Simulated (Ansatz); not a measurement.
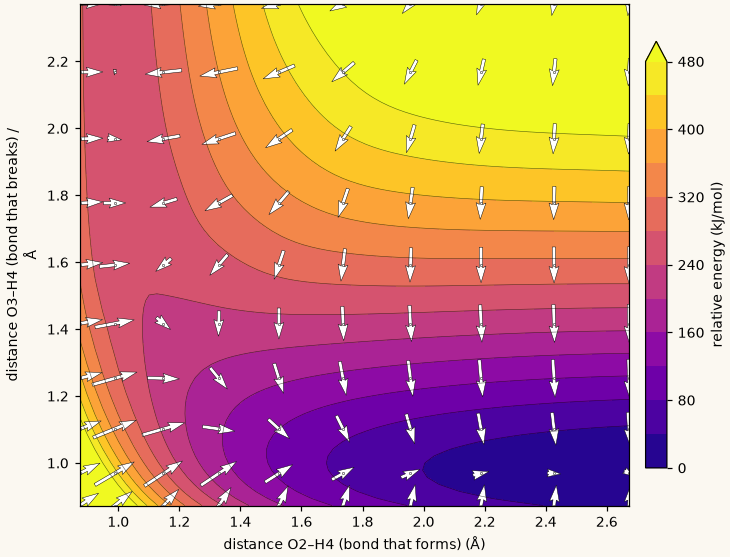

Energy landscape of the reacting system AlH3O2. First axis: distance O2–H4 (bond that forms). Second axis: distance O3–H4 (bond that breaks). Relaxed at each point: all other coordinates. Grid: 10 × 10 points. Points are written as (first, second). All energies are given in kJ/mol relative to the lowest grid point. The reference is spin-restricted, so regions where a bond is pulled apart into radicals lie too high. Theory: RKS PBE0-D4/def2-SVP in Ansatz 0.2.0.

In the figure: filled contours, dots at the grid points, arrows along the force (downhill), their lengths compressed, one colour for all values above the top of the scale. Between grid points the surface is interpolated. 

Question: What does the map say about the system?

Answer: The lowest grid point is at (2.673 Å, 0.969 Å). It lies at the edge of the scanned range, so the true minimum may lie outside. Other grid points that lie below all their neighbours: (0.988 Å, 1.777 Å) (247 kJ/mol higher). The highest grid point, (0.873 Å, 0.873 Å), lies 856 kJ/mol above the lowest.

The whole map (100 points run) took 14 min on 1 thread of Intel(R) Xeon(R) 6975P-C (Granite Rapids) (shared host).
